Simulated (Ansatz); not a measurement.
BH₂OF: several calculations on one system

**1. Relaxation**

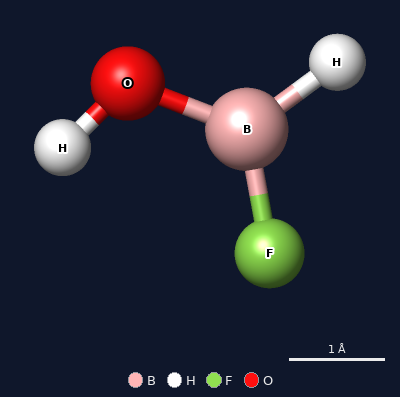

BH₂OF, before the relaxation. A ball-and-stick model, seen from a free direction.

The run prepares an end point of a later path (reaction) calculation, from a guessed geometry.

Level of theory: Ansatz 0.2.0, RKS PBE0-D4/def2-SVPD.

Input file:
```yaml
crystal:
  periodic: [false, false, false]
  atoms:
    - { symbol: B, position_ang: [0.130665, -0.056904, 0.303757] }
    - { symbol: H, position_ang: [0.414738, 0.318707, 1.393841] }
    - { symbol: F, position_ang: [1.148068, -0.25792, -0.525324] }
    - { symbol: O, position_ang: [-1.140278, -0.269839, -0.07868] }
    - { symbol: H, position_ang: [-1.238293, -0.580744, -0.986294] }
basis:
  gaussian: { orbitals: def2-SVPD }
hamiltonian:
  xc: pbe0
  dispersion: d4
relax:
  f_tol: 0.03
  max_steps: 50
```

Run as
```bash
ansatz run input.yaml --threads 1 --pin off --max-ram 2048MiB --backend cpu --events-out ev --progress --plain --runs-dir out
```

Question: Predict the outcome.

Answer: The atom that moves furthest after the best rigid fit is F3 (0.039 Å). Largest moves by element: F 0.039 Å, H 0.032 Å, O 0.010 Å, B 0.008 Å. Some distances before and after: B1–H2 1.187 → 1.199 Å, B1–F3 1.328 → 1.339 Å. Bond angles that change, for instance: H2–B1–F3 116.0° → 119.5°. Over 4 accepted moves (5 points after the start) the energy falls by 1.50 kJ/mol. The largest force component goes from 0.52 to 0.0029 eV/Å. The line search rejected the trial step at point 3 of the run. Cost: 12 s on 1 thread of Arm Neoverse V1 (shared host), peak memory 0.12 GiB.

Step by step:

| step | E − E(0), kJ/mol | largest force component, eV/Å | note |
| --- | --- | --- | --- |
| 0 | 0.00 | 0.5174 |  |
| 1 | -1.22 | 0.2151 |  |
| 2 | -1.44 | 0.1054 |  |
| 3 | -1.44 | 0.2258 | rejected |
| 4 | -1.48 | 0.0503 |  |
| 5 | -1.50 | 0.0029 |  |

Final geometry:

```xyz
5

B     0.1384   -0.0561    0.3070
H     0.3918    0.3257    1.4150
F     1.1357   -0.2708   -0.5600
O    -1.1321   -0.2702   -0.0723
H    -1.2190   -0.5754   -0.9823
```

**2. Relaxation**

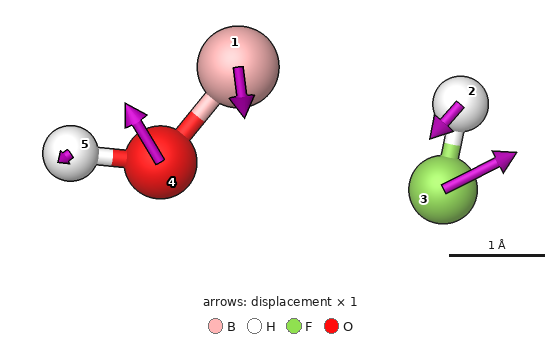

A relaxation of BH2OF. The starting structure is drawn; purple arrows show the displacements, at their true length. The two geometries are superimposed by the best rigid fit.

The picture is a ball-and-stick view, seen face on.

The run prepares an end point of a later path (reaction) calculation, from a guessed geometry.

Level of theory: RKS PBE0-D4/def2-SVPD in Ansatz. Set-up: no spin polarisation; force threshold 0.03 eV/Å; at most 50 steps.

Q: Describe the change and its energy.

A: The energy falls by 8.45 kcal/mol in 11 accepted moves (13 points after the start). Largest force component: 0.38 eV/Å at the start, 0.0055 eV/Å at the end. The line search rejected the trial steps at points 1, 11 of the run. The largest move after the best rigid fit is that of F3, 0.88 Å. Largest moves by element: F 0.88 Å, O 0.75 Å, B 0.56 Å, H 0.51 Å. Among the contacts that change: H2–F3 0.925 → 0.949 Å, B1–O4 1.296 → 1.285 Å. Among the angles between lasting bonds that change: B1–O4–H5 122.5° → 129.7°. Cost: 26 s on 1 thread of Arm Neoverse V1, with other jobs on the host, peak memory 0.12 GiB.

Limits of the set-up: the start holds two separate molecules, 2.4 Å apart at their closest, whose relative position is a soft coordinate.

**3. Path**

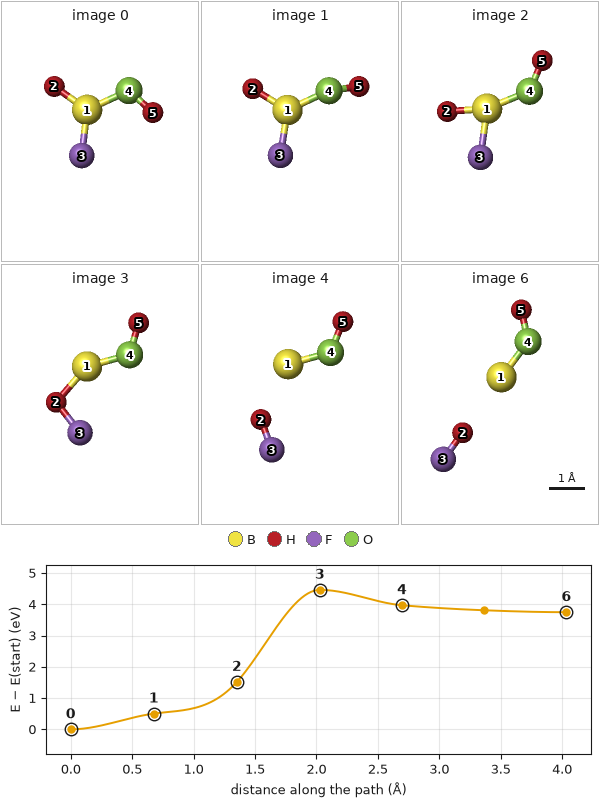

NEB run on BH2OF. Images are numbered from 0 (start) to 6 (end). Style: ball-and-stick. Shown from a free direction.

The calculation used RKS PBE0-D4/def2-SVPD in Ansatz 0.2.0.

The input:
```yaml
crystal:
  periodic: [false, false, false]
  atoms:
    - { symbol: B, position_ang: [0.138434, -0.056105, 0.307035] }
    - { symbol: H, position_ang: [0.391845, 0.325615, 1.414982] }
    - { symbol: F, position_ang: [1.135718, -0.27069, -0.560053] }
    - { symbol: O, position_ang: [-1.132059, -0.270209, -0.072324] }
    - { symbol: H, position_ang: [-1.219037, -0.575311, -0.982339] }
basis:
  gaussian: { orbitals: def2-SVPD }
hamiltonian:
  xc: pbe0
  dispersion: d4
neb:
  order_check: false
  images: 5
  f_tol: 0.05
  max_iterations: 60
  final_atoms:
    - { symbol: B, position_ang: [-0.49098948, -0.18371978, 0.05376113] }
    - { symbol: H, position_ang: [1.37268295, 0.11637697, 0.56770785] }
    - { symbol: F, position_ang: [2.28173685, 0.25732229, 0.801523] }
    - { symbol: O, position_ang: [-1.72684643, -0.36857771, -0.24482602] }
    - { symbol: H, position_ang: [-2.12168289, -0.66810177, -1.07086495] }
  initial_path:
    images:
      - { positions_ang: [[0.138434, -0.056105, 0.307035], [0.391845, 0.325615, 1.414982], [1.135718, -0.27069, -0.560053], [-1.132059, -0.270209, -0.072324], [-1.219037, -0.575311, -0.982339]] }
      - { positions_ang: [[0.08997104, -0.03540069, 0.20660176], [0.51470153, 0.21254451, 1.33151335], [1.25949672, -0.16060368, -0.33014718], [-1.16667524, -0.18423456, -0.27663021], [-1.38259304, -0.67900559, -0.82403672]] }
      - { positions_ang: [[0.04150807, -0.01469638, 0.10616853], [0.63755806, 0.09947403, 1.24804469], [1.38327544, -0.05051735, -0.10024136], [-1.20129149, -0.09826012, -0.48093641], [-1.54614909, -0.78270018, -0.66573445]] }
      - { positions_ang: [[-0.00695489, 0.00600792, 0.00573529], [0.76041459, -0.01359646, 1.16457604], [1.50705415, 0.05956897, 0.12966446], [-1.23590773, -0.01228567, -0.68524262], [-1.70970513, -0.88639476, -0.50743217]] }
      - { positions_ang: [[-0.16829976, -0.05723464, 0.02174391], [0.96450405, 0.02972802, 0.96561998], [1.76528172, 0.12548675, 0.3536173], [-1.39955396, -0.13104969, -0.53843709], [-1.84703105, -0.81363043, -0.6952431]] }
      - { positions_ang: [[-0.32964462, -0.12047721, 0.03775252], [1.1685935, 0.0730525, 0.76666391], [2.02350928, 0.19140452, 0.57757015], [-1.56320019, -0.2498137, -0.39163155], [-1.98435697, -0.7408661, -0.88305402]] }
      - { positions_ang: [[-0.49098948, -0.18371978, 0.05376113], [1.37268295, 0.11637697, 0.56770785], [2.28173685, 0.25732229, 0.801523], [-1.72684643, -0.36857771, -0.24482602], [-2.12168289, -0.66810177, -1.07086495]] }
```

Launched with:
```bash
ansatz run input.yaml --threads 1 --pin off --max-ram 2048MiB --backend cpu --events-out ev --progress --plain --runs-dir out
```

Question: What happens along the path, and what is the barrier?

Answer: Breaking: B1–F3 (1.34 → 1.95 at the top → 2.91 Å), B1–H2 (1.20 → 1.36 at the top → 1.96 Å). Forming: H2–F3 (2.19 → 1.16 at the top → 0.95 Å). Forward barrier 4.46 eV, backward barrier 0.71 eV, with image 3 at the top; the reaction energy is +3.75 eV. The band converged in 18 iterations. The largest component of the band force went from 15 to 0.035 eV/Å. The climbing image converged on the top of the path. Its vibrational analysis gives one imaginary mode (1177i cm⁻¹), as a transition state must have.

The run took 2.3 min on 1 thread of Arm Neoverse V1, with other jobs on the host, peak memory 0.13 GiB.
